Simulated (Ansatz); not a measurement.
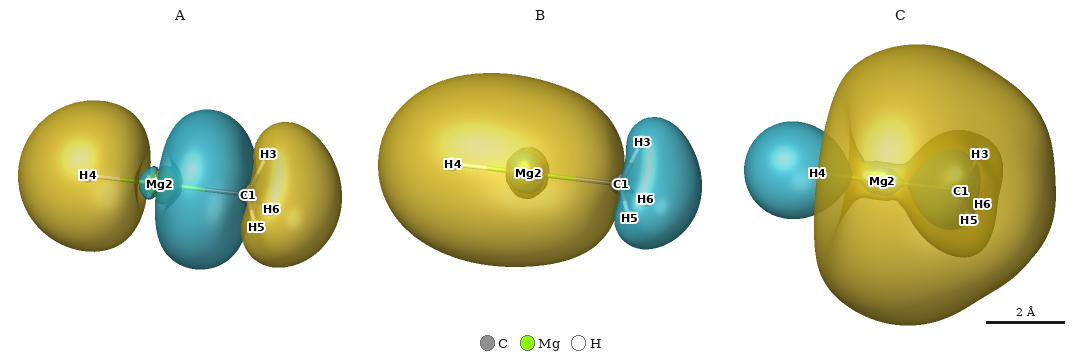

CH₄Mg. Three frontier orbitals at ±0.04 Å⁻³ᐟ² (yellow and cyan are the two phases), in no order.

Geometry: B3LYP-D4/def2-TZVP.

Level of theory: Ansatz, isolated molecule in a Gaussian basis; Kohn-Sham density functional theory, functional PBE0.

| atom | x (Å) | y (Å) | z (Å) |
| --- | --- | --- | --- |
| C | 0.1876 | -0.5609 | 1.1560 |
| Mg | -0.9258 | 0.4460 | -0.2971 |
| H | 1.1277 | -0.9476 | 0.7508 |
| H | -1.8335 | 1.2665 | -1.4818 |
| H | 0.4439 | 0.0924 | 1.9956 |
| H | -0.3602 | -1.4140 | 1.5678 |

**Which picture is the HOMO−1, the HOMO and the LUMO?**

B is the HOMO−1 (−8.16 eV). Its weight (Hirshfeld) is mainly on Mg2 (about 40 %), H4 (about 40 %) and C1 (about 15 %). A is the HOMO (−6.77 eV). By Hirshfeld shares it lies mainly on C1 (about 40 %), H4 (about 25 %) and Mg2 (about 20 %). C is the LUMO (−0.39 eV). By Hirshfeld shares it lies mainly on Mg2 (about 60 %), C1 (about 15 %) and H4 (about 10 %).

**What is the HOMO–LUMO gap?**

6.38 eV between the orbital energies.
